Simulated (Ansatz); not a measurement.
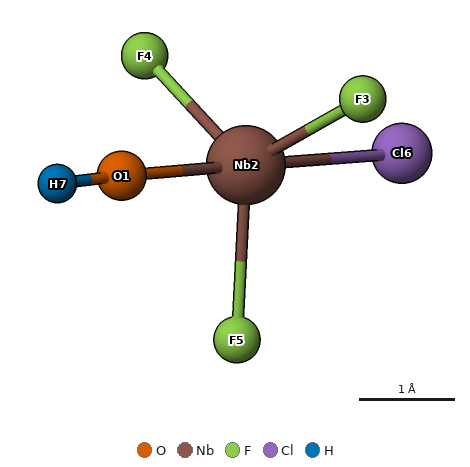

Figure 1. The starting structure (ball-and-stick view, seen at a tilt; atoms are numbered from 1 in the order of the input). Sticks mark near contacts. Bond lengths as drawn: Cl–Nb 2.35 Å, F–Nb 1.86 Å, H–O 0.97 Å and Nb–O 1.87 Å.

**NbHClOF₃: geometry relaxation**

NbHClOF₃, computed with RKS PBE0-D4/def2-TZVP (Ansatz 0.2.0).

The geometry: PBE-D4/def2-SVP start. Figures and captions count atoms from 1; the log counts them from 0 in places.

## Input
```yaml
crystal:
  periodic: [false, false, false]
  atoms:
    - {symbol: O, position_ang: [0.451967, -1.290136, -0.757634]}
    - {symbol: Nb, position_ang: [-0.086256, 0.253282, 0.154367]}
    - {symbol: F, position_ang: [1.002712, -0.176452, 1.600891]}
    - {symbol: F, position_ang: [-1.860485, -0.307212, 0.134508]}
    - {symbol: F, position_ang: [0.567590, 1.326193, -1.219084]}
    - {symbol: Cl, position_ang: [-0.756223, 2.201915, 1.289313]}
    - {symbol: H, position_ang: [0.741995, -2.075591, -1.247962]}
basis:
  gaussian: {orbitals: def2-TZVP}
hamiltonian: {xc: pbe0, dispersion: d4}
relax: {f_tol: 0.005, max_steps: 150}
```

Command:
```bash
ansatz run in.yaml --threads 4 --pin off --events-out ev --progress --plain --max-ram 10444MiB
```

## What the program printed
```
Functional definition: PBE0
  name "PBE0"
  cite "Adamo & Barone, J. Chem. Phys. 110, 6158 (1999) doi:10.1063/1.478522"
  cite "Perdew, Burke & Ernzerhof, Phys. Rev. Lett. 77, 3865 (1996) doi:10.1103/PhysRevLett.77.3865"
  parent pbe
  parameter a = 0.25
  parameter kappa = 0.804
  parameter beta = 0.06672455060314922
  exchange = (1 - a)*pbe_x(kappa = kappa, mu = beta*pi^2/3) + a*exact_x
  correlation = pbe_c(beta = beta)
1302 factors; their error is unknown
mean field evaluation 1: about -24273.7013 eV, gradient 8.7e1 eV
mean field evaluation 2: about -24119.9915 eV, gradient 3.0e2 eV
mean field evaluation 4: about -24284.6652 eV, gradient 2.5e1 eV
mean field evaluation 8: about -24285.6878 eV, gradient 1.2e-1 eV
mean field evaluation 16: about -24285.7871 eV, gradient 1.6e-3 eV
mean field -24285.78714139 eV, -892.4862159485 hartree, gradient 4.9e-5 eV, S^2 0.000000; 0 other end points of the search recorded, 0 dependent functions left out
the calculation of the forces begins
reference -24285.78719291 eV, -892.4862178418 hartree; 33, 33 occupied and 174, 174 virtual orbitals, 1302 factors
relax step   1: F+E_penalty+E_count = -24285.92292459 eV  Δ(F+E_penalty+E_count) = +0.000e0 eV  max|allowed force component| = 6.327e-1 eV/Å  Δτ_max = 0.0000 Å  (30 SCF iters, accepted)
these checks for a lower state are left out or cut short: starts, cluster_reference, orbital_swaps, neighbouring_geometries, increment
1302 factors; their error is unknown
mean field -24285.81982475 eV, -892.4874170398 hartree, gradient 1.0e-5 eV, S^2 0.000000; 0 other end points of the search recorded, 0 dependent functions left out
the calculation of the forces begins
reference -24285.81987636 eV, -892.4874189361 hartree; 33, 33 occupied and 174, 174 virtual orbitals, 1302 factors
relax step   2: F+E_penalty+E_count = -24285.95735224 eV  Δ(F+E_penalty+E_count) = -3.443e-2 eV  max|allowed force component| = 2.344e-1 eV/Å  Δτ_max = 0.0441 Å  (35 SCF iters, accepted)
these checks for a lower state are left out or cut short: starts, cluster_reference, orbital_swaps, neighbouring_geometries, increment
1302 factors; their error is unknown
mean field evaluation 32: about -24285.8229 eV, gradient 9.2e-6 eV
mean field -24285.82287926 eV, -892.4875292907 hartree, gradient 9.2e-6 eV, S^2 0.000000; 0 other end points of the search recorded, 0 dependent functions left out
the calculation of the forces begins
reference -24285.82293077 eV, -892.4875311838 hartree; 33, 33 occupied and 174, 174 virtual orbitals, 1302 factors
relax step   3: F+E_penalty+E_count = -24285.96010969 eV  Δ(F+E_penalty+E_count) = -2.757e-3 eV  max|allowed force component| = 9.081e-2 eV/Å  Δτ_max = 0.0176 Å  (33 SCF iters, accepted)
these checks for a lower state are left out or cut short: starts, cluster_reference, orbital_swaps, neighbouring_geometries, increment
1302 factors; their error is unknown
mean field -24285.82009101 eV, -892.4874268245 hartree, gradient 9.0e-6 eV, S^2 0.000000; 0 other end points of the search recorded, 0 dependent functions left out
the calculation of the forces begins
reference -24285.82014270 eV, -892.4874287242 hartree; 33, 33 occupied and 174, 174 virtual orbitals, 1302 factors
relax step   4: F+E_penalty+E_count = -24285.95732138 eV  Δ(F+E_penalty+E_count) = +2.788e-3 eV  max|allowed force component| = 3.857e-1 eV/Å  Δτ_max = 0.0156 Å  (34 SCF iters, rejected (line search))
these checks for a lower state are left out or cut short: starts, cluster_reference, orbital_swaps, neighbouring_geometries, increment
1302 factors; their error is unknown
mean field -24285.82324337 eV, -892.4875426717 hartree, gradient 9.4e-6 eV, S^2 0.000000; 0 other end points of the search recorded, 0 dependent functions left out
the calculation of the forces begins
reference -24285.82329493 eV, -892.4875445664 hartree; 33, 33 occupied and 174, 174 virtual orbitals, 1302 factors
relax step   5: F+E_penalty+E_count = -24285.96047783 eV  Δ(F+E_penalty+E_count) = -3.681e-4 eV  max|allowed force component| = 7.650e-3 eV/Å  Δτ_max = 0.0038 Å  (35 SCF iters, accepted)
these checks for a lower state are left out or cut short: starts, cluster_reference, orbital_swaps, neighbouring_geometries, increment
1302 factors; their error is unknown
mean field -24285.82325197 eV, -892.4875429875 hartree, gradient 9.4e-6 eV, S^2 0.000000; 0 other end points of the search recorded, 0 dependent functions left out
the calculation of the forces begins
reference -24285.82330352 eV, -892.4875448822 hartree; 33, 33 occupied and 174, 174 virtual orbitals, 1302 factors
relax step   6: F+E_penalty+E_count = -24285.96048842 eV  Δ(F+E_penalty+E_count) = -1.059e-5 eV  max|allowed force component| = 1.426e-3 eV/Å  Δτ_max = 0.0051 Å  (35 SCF iters, accepted)
these checks for a lower state are left out or cut short: starts, cluster_reference, orbital_swaps, neighbouring_geometries, increment
1302 factors; their error is unknown
mean field -24285.82325808 eV, -892.4875432121 hartree, gradient 9.4e-6 eV, S^2 0.000000; 0 other end points of the search recorded, 0 dependent functions left out
the calculation of the forces begins
reference -24285.82330964 eV, -892.4875451069 hartree; 33, 33 occupied and 174, 174 virtual orbitals, 1302 factors
relax step   7: F+E_penalty+E_count = -24285.96049396 eV  Δ(F+E_penalty+E_count) = -5.543e-6 eV  max|allowed force component| = 3.993e-3 eV/Å  Δτ_max = 0.0070 Å  (35 SCF iters, accepted)
1302 factors; their error is unknown
mean field evaluation 64: about -24274.1658 eV, gradient 8.6e1 eV
```

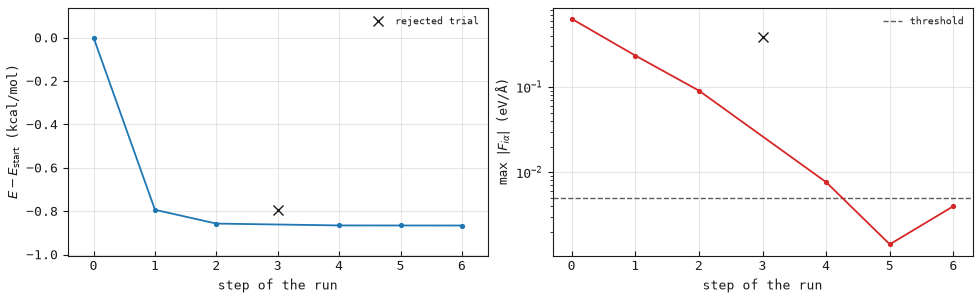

Figure 2. Progress of the relaxation, step by step (the first geometry is step 0 here and step 1 in the log).

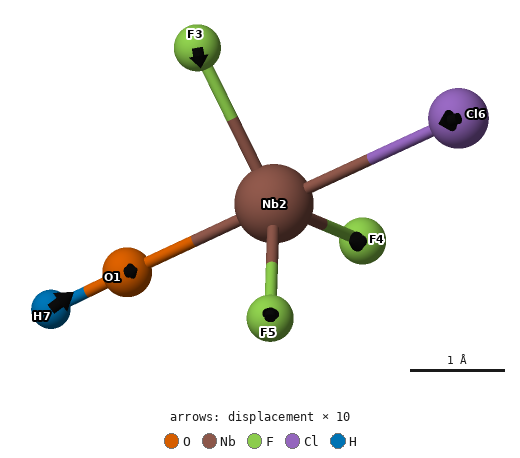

Figure 3. The starting structure with the displacements as black arrows, magnified 10 times (ball-and-stick view, seen at a tilt). The two geometries are laid on each other by the best rigid fit. H7 moves most after the best rigid fit: 0.031 Å. By element the largest moves are H 0.031 Å, Cl 0.027 Å, F 0.023 Å, O 0.014 Å, Nb 0.006 Å. Distances before and after: Nb2–Cl6 2.352 → 2.331 Å, Nb2–F3 1.861 → 1.841 Å, O1–Nb2 1.872 → 1.852 Å, O1–H7 0.970 → 0.956 Å. The energy falls by 0.87 kcal/mol in 6 geometry steps. The largest force component goes from 0.63 to 0.004 eV/Å. The line search rejected the trial step at point 3 (counted from 0) and went back. (Atoms are counted from 1 in the order of the input.)

```
mean field -24285.82325808 eV, -892.4875432121 hartree, gradient 3.2e-5 eV, S^2 0.000000; 1 other end points of the search recorded, 0 dependent functions left out
the calculation of the forces begins
reference -24285.82330964 eV, -892.4875451069 hartree; 33, 33 occupied and 174, 174 virtual orbitals, 1302 factors
Total energy: -24285.96054552 eV, -892.4925884325 hartree
Atom 0 at     0.449733    -1.276555    -0.753261 Å, force    -0.000865     0.002382     0.001139 eV/Å
Atom 1 at    -0.083168     0.250818     0.149283 Å, force     0.000637    -0.003993    -0.001555 eV/Å
Atom 2 at     0.995430    -0.173147     1.580162 Å, force     0.002357    -0.000886     0.001863 eV/Å
Atom 3 at    -1.838920    -0.303559     0.127981 Å, force    -0.002610    -0.001150    -0.000592 eV/Å
Atom 4 at     0.561675     1.318069    -1.205945 Å, force     0.001358     0.001710    -0.002344 eV/Å
Atom 5 at    -0.751578     2.176176     1.281518 Å, force    -0.000088     0.000093     0.000001 eV/Å
Atom 6 at     0.728128    -2.059804    -1.225338 Å, force    -0.000788     0.001845     0.001488 eV/Å
Dipole moment:     0.223683    -0.638074    -0.378999 e Å
```

## Trajectory as extended XYZ (Å, eV, eV/Å), 7 frames, from step=1 to step=7
```
7
Properties=species:S:1:pos:R:3:forces:R:3 step=1 energy=-24285.92292
O     0.4520   -1.2901   -0.7576    0.0045   0.0143  -0.0064
Nb   -0.0863    0.2533    0.1544    0.0908  -0.2600  -0.1523
F     1.0027   -0.1765    1.6009   -0.3947   0.1648  -0.5136
F    -1.8605   -0.3072    0.1345    0.6327   0.2104   0.0128
F     0.5676    1.3262   -1.2191   -0.2369  -0.3693   0.4962
Cl   -0.7562    2.2019    1.2893    0.1267  -0.3665  -0.2135
H     0.7420   -2.0756   -1.2480   -0.2230   0.6064   0.3769
7
Properties=species:S:1:pos:R:3:forces:R:3 step=2 energy=-24285.95735
O     0.4472   -1.2770   -0.7495    0.0844  -0.2251  -0.1417
Nb   -0.0846    0.2487    0.1513    0.0183  -0.0587  -0.0302
F     0.9910   -0.1700    1.5870    0.0130  -0.0289  -0.0121
F    -1.8429   -0.2999    0.1354    0.0036  -0.0280  -0.0158
F     0.5601    1.3182   -1.2038    0.0127  -0.0263  -0.0226
Cl   -0.7433    2.1655    1.2681   -0.0819   0.2344   0.1378
H     0.7339   -2.0534   -1.2341   -0.0501   0.1327   0.0846
7
Properties=species:S:1:pos:R:3:forces:R:3 step=3 energy=-24285.96011
O     0.4469   -1.2756   -0.7489    0.0073  -0.0210  -0.0127
Nb   -0.0857    0.2521    0.1533    0.0314  -0.0908  -0.0529
F     0.9938   -0.1776    1.5827   -0.0148   0.0236   0.0011
F    -1.8406   -0.3070    0.1311    0.0061   0.0235   0.0112
F     0.5630    1.3101   -1.2088   -0.0125   0.0143   0.0231
Cl   -0.7487    2.1797    1.2768   -0.0110   0.0345   0.0193
H     0.7327   -2.0497   -1.2320   -0.0065   0.0159   0.0108
7
Properties=species:S:1:pos:R:3:forces:R:3 step=4 energy=-24285.95732 accepted=F
O     0.4495   -1.2837   -0.7535    0.0117  -0.0302  -0.0182
Nb   -0.0813    0.2392    0.1459   -0.1309   0.3857   0.2219
F     0.9905   -0.1685    1.5868    0.0038  -0.0451  -0.0465
F    -1.8424   -0.2983    0.1357    0.0373  -0.0430  -0.0282
F     0.5596    1.3185   -1.2027    0.0084  -0.0657  -0.0105
Cl   -0.7493    2.1813    1.2779    0.0411  -0.1207  -0.0698
H     0.7347   -2.0564   -1.2356    0.0286  -0.0811  -0.0486
7
Properties=species:S:1:pos:R:3:forces:R:3 step=5 energy=-24285.96048
O     0.4478   -1.2784   -0.7504    0.0037  -0.0076  -0.0060
Nb   -0.0846    0.2490    0.1515   -0.0021   0.0070   0.0037
F     0.9926   -0.1747    1.5837   -0.0030   0.0018  -0.0035
F    -1.8409   -0.3043    0.1325    0.0042   0.0022   0.0004
F     0.5617    1.3129   -1.2065   -0.0020  -0.0027   0.0041
Cl   -0.7486    2.1799    1.2768   -0.0002  -0.0004   0.0002
H     0.7334   -2.0524   -1.2333   -0.0006  -0.0003   0.0010
7
Properties=species:S:1:pos:R:3:forces:R:3 step=6 energy=-24285.96049
O     0.4486   -1.2776   -0.7517    0.0006  -0.0006  -0.0009
Nb   -0.0840    0.2497    0.1506   -0.0010   0.0014   0.0008
F     0.9937   -0.1740    1.5822    0.0004   0.0000   0.0000
F    -1.8400   -0.3039    0.1307    0.0000   0.0000  -0.0002
F     0.5616    1.3150   -1.2061    0.0003   0.0003  -0.0002
Cl   -0.7498    2.1783    1.2788   -0.0001  -0.0002   0.0002
H     0.7312   -2.0555   -1.2300   -0.0001  -0.0009   0.0002
7
Properties=species:S:1:pos:R:3:forces:R:3 step=7 energy=-24285.96049
O     0.4497   -1.2766   -0.7533   -0.0009   0.0024   0.0011
Nb   -0.0832    0.2508    0.1493    0.0006  -0.0040  -0.0016
F     0.9954   -0.1731    1.5802    0.0024  -0.0009   0.0019
F    -1.8389   -0.3036    0.1280   -0.0026  -0.0011  -0.0006
F     0.5617    1.3181   -1.2059    0.0014   0.0017  -0.0023
Cl   -0.7516    2.1762    1.2815   -0.0001   0.0001   0.0000
H     0.7281   -2.0598   -1.2253   -0.0008   0.0018   0.0015
```

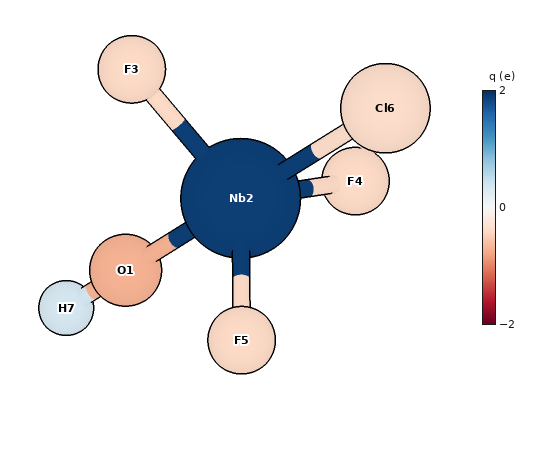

Figure 4. Mulliken charges, as the colour of each atom (ball-and-stick view, seen at a tilt; atoms are numbered from 1 in the order of the input). By element: O −0.69, Nb +1.89, F −0.39, Cl −0.37 and H +0.35 e.

## Summary

- outcome: converged
- total energy: −24285.9605 eV
- mean-field energy: −24285.8233 eV
- dispersion energy: −0.1372 eV
- SCF solution under orbital rotations: stable
- largest force (length of the vector) at the end: 0.004 eV/Å
- dipole moment: 3.72 D
- hardware: 4 threads of AMD EPYC, 23 GiB of memory available, shared host
- wall time: 24 s (CPU time 89 s)
- peak memory: 0.62 GiB
